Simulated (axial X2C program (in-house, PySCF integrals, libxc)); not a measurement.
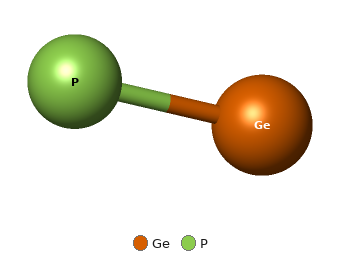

Fig. 1: The molecule at the reference distance of 2.150 Å.

# Run report: GeP, relativistic diatomic calculation

System: GeP, single determinant with Ω = 3/2.
Method: HF, two-component X2C with atomic mean-field Coulomb and Gaunt terms, Ge dyall-cv3z, P dyall-v3z (cores contracted) (axial X2C program (in-house, PySCF integrals, libxc)).

Input:
```
{"zs": [32, 15], "q": 0, "bas": ["dyall-cv3z", "dyall-v3z"], "levels": ["PBE0", "HF", "r2SCAN"], "cc": true, "r0": 2.13, "thr": -1.0, "nmax": 90, "npts": 10, "nst": 2, "ntry": 6}
```

The line is the task of a batch: nuclear charges, charge, bases, the levels to run, a first guess of the distance and further settings. This report covers HF with spin-orbit coupling. The log is that of the reference distance 2.15 Å.

The run was one of a batch that the task file lists, launched with:
```bash
python <driver script> task.json out
```

The program's output:
```
two-component X2C + atomic mean field  HF
basis functions 154  fitting functions 907  grid points 5078
iter        total energy     max residual
   1      -2437.943685381     2.86e-01
   2      -2437.970738309     1.04e-02
   3      -2437.972066531     1.32e-02
   4      -2437.972682048     7.89e-03
   5      -2437.973443785     5.59e-03
   6      -2437.974880901     2.76e-02
   7      -2437.975916750     1.67e-02
   8      -2437.976805282     5.93e-03
   9      -2437.977044418     1.85e-03
  10      -2437.977066191     1.37e-03
  11      -2437.977074020     1.20e-04
  12      -2437.977074464     8.05e-05
  13      -2437.977074580     3.98e-05
  14      -2437.977074608     2.67e-05
  15      -2437.977074622     1.49e-05
  16      -2437.977074629     9.63e-06
  17      -2437.977074632     8.05e-06
  18      -2437.977074633     5.56e-06
  19      -2437.977074634     2.84e-06
converged
one-electron -3629.72754002  Coulomb 1175.68038894  exact exchange -101.30279284  xc functional 0.00000000  nuclear repulsion 118.14188895  atomic mean-field constant -0.76901966
correlated 9  virtual 205  natural virtual 90  E(MP2) -0.188932875  MP2 remainder -0.003998256
iter   CCSD correlation   residual
   1     -0.205686950   1.42e-01
   2     -0.216114401   7.47e-02
   3     -0.219459341   4.60e-02
   4     -0.222545496   3.10e-02
   5     -0.223405579   1.30e-02
   6     -0.223775275   4.16e-03
   7     -0.223810124   1.58e-03
   8     -0.223806538   7.69e-04
   9     -0.223806081   4.24e-04
  10     -0.223804068   1.93e-04
  11     -0.223805306   7.47e-05
  12     -0.223805590   2.61e-05
  13     -0.223805839   1.14e-05
  14     -0.223806075   5.06e-06
  15     -0.223806283   3.11e-06
  16     -0.223806440   1.75e-06
  17     -0.223806501   8.56e-07
  18     -0.223806528   4.13e-07
  19     -0.223806536   2.11e-07
(T) -0.013738504632437322  T1 0.1031  D1 0.2377  max T2 0.115
```

The points of the curve:

| R (Å) | E (hartree) | dipole (D; origin at the first atom, positive when the second is positive) | highest filled (eV) | lowest empty (eV) |
| --- | --- | --- | --- | --- |
| 1.871 | −2437.934420 | −0.65 | −9.10 | −1.30 |
| 1.956 | −2437.957897 | −0.95 | −8.71 | −1.16 |
| 2.021 | −2437.968095 | −1.09 | −8.44 | −1.09 |
| 2.086 | −2437.974032 | −1.12 | −8.24 | −1.04 |
| 2.150 | −2437.977075 | −1.12 | −8.13 | −0.98 |
| 2.225 | −2437.978025 | −1.15 | −8.05 | −0.93 |
| 2.300 | −2437.976935 | −1.21 | −8.02 | −0.87 |
| 2.397 | −2437.973430 | −1.35 | −8.01 | −0.81 |
| 2.515 | −2437.967103 | −1.56 | −8.03 | −0.76 |
| 2.688 | −2437.956404 | −1.78 | −8.09 | −0.71 |

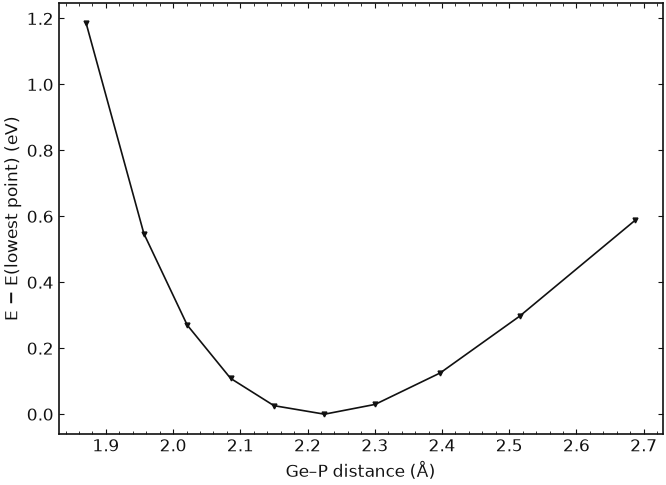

Fig. 2: Energy at 10 bond lengths, for one set of occupations held fixed; the line joins the points. A polynomial of degree 6 through 9 points gives rₑ = 2.219 Å, ωₑ = 352.1 cm⁻¹, ωₑxₑ = 0.80 cm⁻¹ and Bₑ = 0.1569 cm⁻¹. The minimum lies 1.13 eV below Ge + P, each computed as one determinant at the same level.

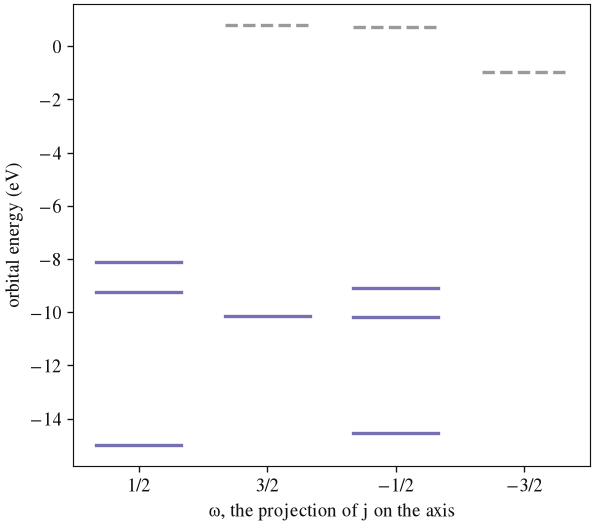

Fig. 3: Orbital energies near the frontier at 2.15 Å, filled (solid) and empty (dashed). The highest filled spinor (1/2; 68 % Ge p, 26 % P p) lies at −8.13 eV, the lowest empty one (−3/2; 65 % Ge p, 32 % P p) at −0.98 eV.

Summary:

| quantity | value |
| --- | --- |
| outcome | converged |
| bond length rₑ | 2.219 Å |
| ωₑ | 352.1 cm⁻¹ |
| energy at the minimum | −2437.97803 hartree |
| depth below the fragments | 1.13 eV |
| hardware | 1 thread of Arm Neoverse V1, 24 GiB of memory available, shared host |
| wall time | 6.3 s |
| peak memory | 0.56 GiB |

Remarks:

Hartree–Fock lacks correlation, so it usually binds too weakly.
